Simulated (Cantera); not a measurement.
Feed: 1 mol HMDSO, 0.84 mol O3, 2.9 mol H2, at 1000 °C.

Cantera equilibrium calculation (NASA polynomials, part measured and part estimated; ideal gas, pure solids and liquids). Candidate condensed phases: C, C6H6, C7H8, C8H18, H2O, Si, SiC, SiO2; 123 gas species. The feed counts by its element totals alone. Mutual solubility and eutectic melting of coexisting phases are not modelled. The tables hold silica as quartz up to 1696 K and as liquid above; real silica turns to tridymite and cristobalite and melts near 1996 K. The numbers say what is thermodynamically allowed, not how fast it happens.

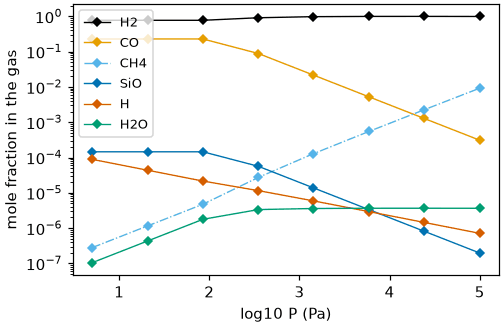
Figure: Equilibrium gas composition (values under 1e-9 drawn at 1e-9)

From 0.0375 Torr to 0.638 Torr the condensed part is C(graphite) + SiC(s). From 2.63 Torr to 750 Torr the condensed part is C(graphite) + SiC(s) + SiO2(β-quartz). The main Si-bearing gas is SiO throughout.
